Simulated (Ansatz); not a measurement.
# BPH6 (SMILES [BH3-][PH3+]): r2SCAN0/def2-SVPD

Aim: the electronic atomisation energy of BPH6 at r2SCAN0/def2-SVPD, from 4 runs. 

The calculation is run with Ansatz 0.2.0.

48 further runs of the same task are left out: 48 set aside as unsound or not needed.

## Step 1: The system as given

The species is BPH6 (8 atoms), meant as a singlet with charge 0. SMILES: `[BH3-][PH3+]`. Geometry: relaxed at PBE0-D4/def2-TZVP.

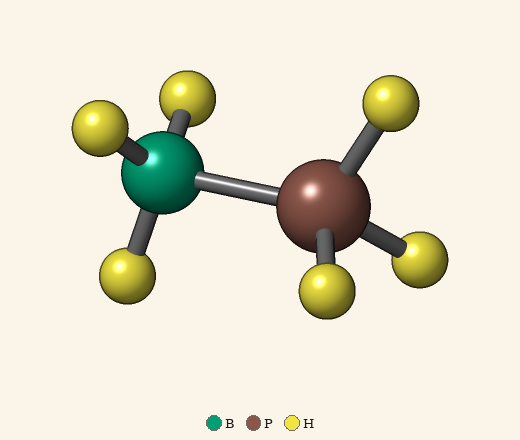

The structure, seen from a chosen angle (boron teal, phosphorus brown, hydrogen yellow).

## Step 2: The energy at r2SCAN0/def2-SVPD

Input file run.yaml:

```yaml
crystal:
  periodic: [false, false, false]
  atoms:
    - {symbol: B, position_ang: [-0.556100, 0.227200, -0.914000]}
    - {symbol: P, position_ang: [0.433900, -0.181600, 0.667700]}
    - {symbol: H, position_ang: [-1.693400, 0.343100, -0.520100]}
    - {symbol: H, position_ang: [-0.367800, -0.730200, -1.628000]}
    - {symbol: H, position_ang: [-0.055500, 1.254200, -1.309900]}
    - {symbol: H, position_ang: [0.418800, 0.755700, 1.718800]}
    - {symbol: H, position_ang: [1.823100, -0.380300, 0.547100]}
    - {symbol: H, position_ang: [0.089200, -1.345200, 1.382600]}
basis:
  gaussian: {orbitals: def2-SVPD}
hamiltonian: {xc: {name: r2SCAN0}}
accuracy: high
output: {orbitals: {seedname: orbitals}}
```

On the command line:

```sh
$ ansatz run run.yaml --threads 1 --pin off --max-ram 3480MiB --events-out events.jsonl --progress --plain --runs-dir runs
```

The program printed:

```text
Warning: RAYON_NUM_THREADS=1 ignored (pool sized by the plan → 1); use --threads N
Functional definition: r2SCAN0
  name "r2SCAN0"
  parameter a = 0.25
  parameter k0 = 0.174
  parameter k1 = 0.065
  parameter a1 = 4.9479
  exchange = (1 - a)*r2scan_x(k0 = k0, k1 = k1, a1 = a1) + a*exact_x
  correlation = r2scan_c
1856 factors; integrals over basis functions are off by at most 3.6e-9 eV
mean field evaluation 1: about -10054.8120 eV, gradient 2.7e1 eV
mean field evaluation 2: about -10055.1647 eV, gradient 2.5e1 eV
mean field evaluation 4: about -10057.4502 eV, gradient 3.0e-1 eV
mean field evaluation 8: about -10057.4507 eV, gradient 1.8e-3 eV
mean field evaluation 16: about -10057.4507 eV, gradient 1.6e-7 eV
mean field -10057.45069445 eV, -369.6044958359 hartree, gradient 1.5e-8 eV, S^2 0.000000; 0 other end points of the search recorded, 0 dependent functions left out
reference -10057.45069517 eV, -369.6044958626 hartree; 13, 13 occupied and 79, 79 virtual orbitals, 1856 factors
Total energy: -10057.45069517 eV, -369.6044958626 hartree
```

Run time: 10 s. Hardware: 1 thread of Intel Xeon Platinum 8259CL at 2.50GHz (Skylake/Cascade Lake), shared host; peak memory 0.31 GiB.

## Step 3: The B atom at the same level

Input file input.yaml:

```yaml
crystal:
  periodic: [false, false, false]
  atoms:
    - {symbol: B, position_ang: [0.000000, 0.000000, 0.000000]}
basis:
  gaussian:
    orbitals: def2-SVPD
magnetization:
  spin_polarized: true
  initial_magnetization: 1
hamiltonian:
  xc: {name: r2SCAN0}
accuracy: high
```

Run the same way, it converges to -24.60947 Eh (log not shown).

## Step 4: The H atom

Input file molecule.yaml:

```yaml
crystal:
  periodic: [false, false, false]
  atoms:
    - {symbol: H, position_ang: [0.000000, 0.000000, 0.000000]}
basis:
  gaussian:
    orbitals: def2-SVPD
accuracy: high
hamiltonian:
  xc: {name: r2SCAN0}
magnetization:
  spin_polarized: true
  initial_magnetization: 1
```

Run the same way, it converges to -0.49923 Eh (log not shown).

## Step 5: The P atom, same level

Input file run.yaml:

```yaml
crystal:
  periodic: [false, false, false]
  atoms:
    - {symbol: P, position_ang: [0.000000, 0.000000, 0.000000]}
basis:
  gaussian:
    orbitals: def2-SVPD
magnetization:
  spin_polarized: true
  initial_magnetization: 3
hamiltonian:
  xc: {name: r2SCAN0}
accuracy: high
```

Run the same way, it converges to -341.12626 Eh (log not shown).

## Step 6: What came out

Level: r2SCAN0/def2-SVPD.

| quantity | value |
| --- | --- |
| molecule: total energy | -369.60450 Eh |
| molecule: HOMO energy | -8.78 eV |
| molecule: LUMO energy | 0.65 eV |
| molecule: HOMO–LUMO gap | 9.43 eV |
| B atom: total energy | -24.60947 Eh |
| B atom: ⟨S²⟩ | 0.757 |
| H atom: total energy | -0.49923 Eh |
| H atom: ⟨S²⟩ | 0.750 |
| P atom: total energy | -341.12626 Eh |
| P atom: ⟨S²⟩ | 3.750 |
| electronic atomisation energy | 23.767 eV |

Taking the molecule apart into free atoms costs 23.77 eV (548 kcal/mol), before zero-point energy and without spin-orbit coupling.
